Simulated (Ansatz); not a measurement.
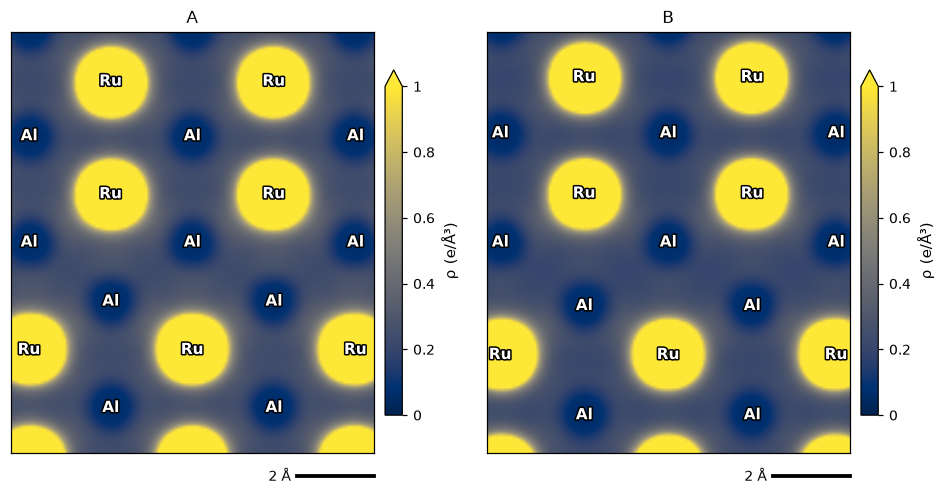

Al4Ru3. The valence pseudo-density of two cells that differ in size, on the (001) plane of each (indices in the axes of the calculation cell), at one length scale and on one colour scale: B has 14.2 Å³ an atom and A 12.9.

Computed with DFT PBE, scalar-relativistic, plane waves, PAW in Ansatz.

The density is the valence pseudo-density of a PAW calculation; it isn't the true density close to the nuclei.

Question: What does the compression do to the bonding and the properties?

Answer: From the larger cell to the smaller, Al–Ru goes from 2.54 to 2.48 Å, and the density at its midpoint from 0.4 to 0.44 e/Å³; Al–Al goes from 2.75 to 2.63 Å, and the density at its midpoint from 0.2 to 0.23 e/Å³; the pressure goes from −5 to 13 GPa.
